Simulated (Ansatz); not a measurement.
Profile along the Hf–O line in BaHfO3 (cubic perovskite)

BaHfO₃ (cubic perovskite)

```
CELL_PARAMETERS angstrom
      4.20617     0.00000     0.00000
      0.00000     4.20617     0.00000
      0.00000     0.00000     4.20617
ATOMIC_POSITIONS crystal
  Ba 0.00000 0.00000 0.00000
  Hf 0.50000 0.50000 0.50000
  O  0.00000 0.50000 0.50000
  O  0.50000 0.50000 0.00000
  O  0.50000 0.00000 0.50000
```

Fields along a shortest Hf–O line of a {100} plane (2.10 Å), from Hf to O, interpolated on the slice's grid (step about 0.2 Å). Computed with PBE (plane waves to 420 eV, PAW, scalar-relativistic; Ansatz, a program for electronic structure). k mesh 8×8×8. Near the nuclei the fields are pseudised (PAW); where an atom keeps semicore shells as valence, they peak there. BaHfO3 is run without spin polarisation. BaHfO3 was relaxed with its symmetry unable to fall. Spin-orbit coupling is left out, though Hf is heavy.

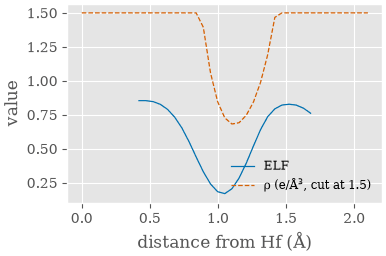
Figure. ELF (away from the nuclei) and valence density from Hf to O.

Density on the Hf–O line (2.10 Å) at its density minimum, 1.1 Å from Hf: 0.68 e/Å³. ELF at that point: 0.2.
